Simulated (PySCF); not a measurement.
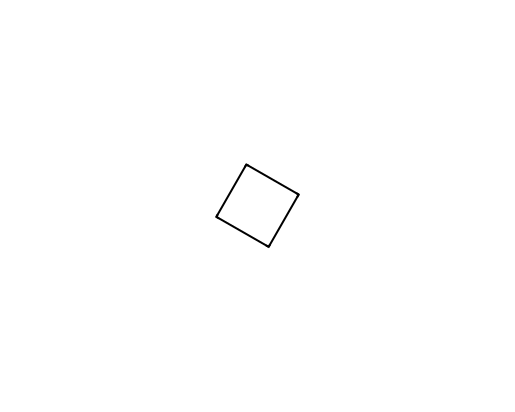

**Transcribe the drawing into SMILES.**

C1CCC1

**Give the formula, hydrogens included.**

C4H8.

**An optimisation with PBE0-D3(BJ)/def2-SVP gave a structure of which point group?**

D2d.

More results for the same structure follow; atom numbers are the same in all pictures, views and colours differ. The geometry was computed by an optimisation with PBE0-D3(BJ)/def2-SVP. No frequency run is at hand to confirm it as a minimum.

## NMR shielding

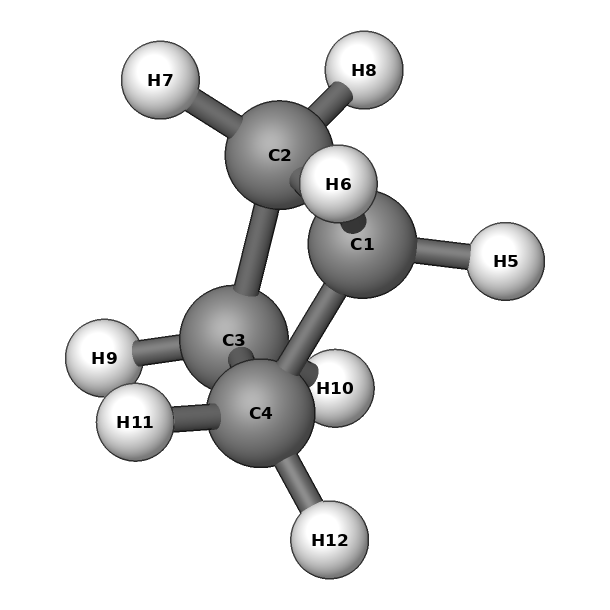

No frequency run is at hand to confirm it as a minimum. Method: GIAO PBE0/pcSseg-1 NMR shielding, non-relativistic, gas phase (PySCF 2.14.0). Principal shieldings σ11 ≤ σ22 ≤ σ33, span Ω = σ33 − σ11, skew κ = 3(σiso − σ22)/Ω.

Give the shielding tensors of the C atoms.

```
       atom    σ11    σ22    σ33   σiso     Ω      κ
C1, C2, C3…  144.4  162.1  174.4  160.3  29.9  −0.18
```

Shieldings and span in ppm.

## Electronic properties

No frequency run is at hand to confirm it as a minimum. Level of theory: B3LYP/pcJ-1, gas phase (PySCF 2.14.0).

**Estimate the LUMO energy (Kohn–Sham orbital).**

1.26 eV.

**What is the HOMO energy (Kohn–Sham orbital)?**

−8.41 eV.

## Ring current

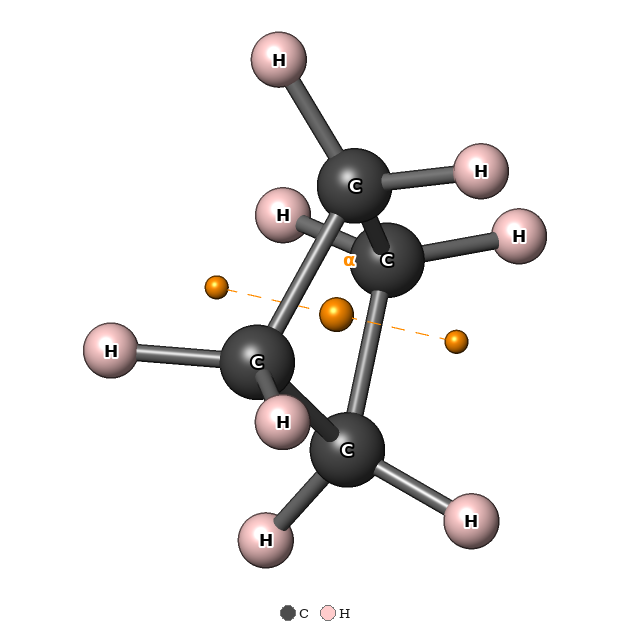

The small points mark where nucleus-independent chemical shifts (NICS) were computed: at the centre of each lettered ring and 1 Å above and below it. No frequency run is at hand to confirm it as a minimum. Method: GIAO PBE0/pcSseg-1 NMR shielding, non-relativistic, gas phase (PySCF 2.14.0).

Give NICS(0), NICS(1) and the out-of-plane component NICS(1)zz for each ring (means of the two sides).

```json
{"ring": "α", "members": "C4", "NICS(0)": "0.0", "NICS(1)": "−0.7", "NICS(1)zz": "3.8"}
```

Values in ppm.
